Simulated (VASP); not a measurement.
Band structure of HfV3N4 (ordered alloy cell). All values below come from PBEsol GGA, VASP's PBE PAW potentials (set 64) (plane waves; VASP).

Unless said otherwise, spin-orbit coupling is left out, though it shifts the bands of the heavy elements here.

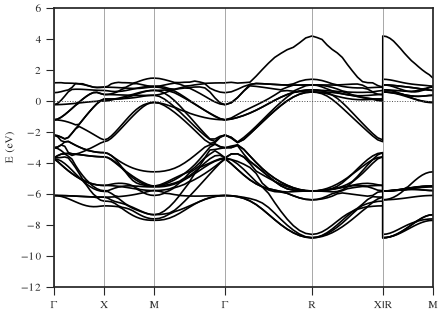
*Bands along high-symmetry lines, zero at the valence-band maximum or, without a gap, the Fermi level*

Problem. Read the plot: is there a gap, and where are the band edges?

Solution. It has no gap at this level: it comes out as a metal or semimetal. (Edges off the drawn lines would not show.)

The structure was generated: HfV3N4 was put into an ordered model structure (Pm-3m), which need not be its known phase. It was relaxed first. The run is not spin-polarised, so no magnetic state was tried. The electron count is odd and the run is not spin-polarised, which forces a metal.
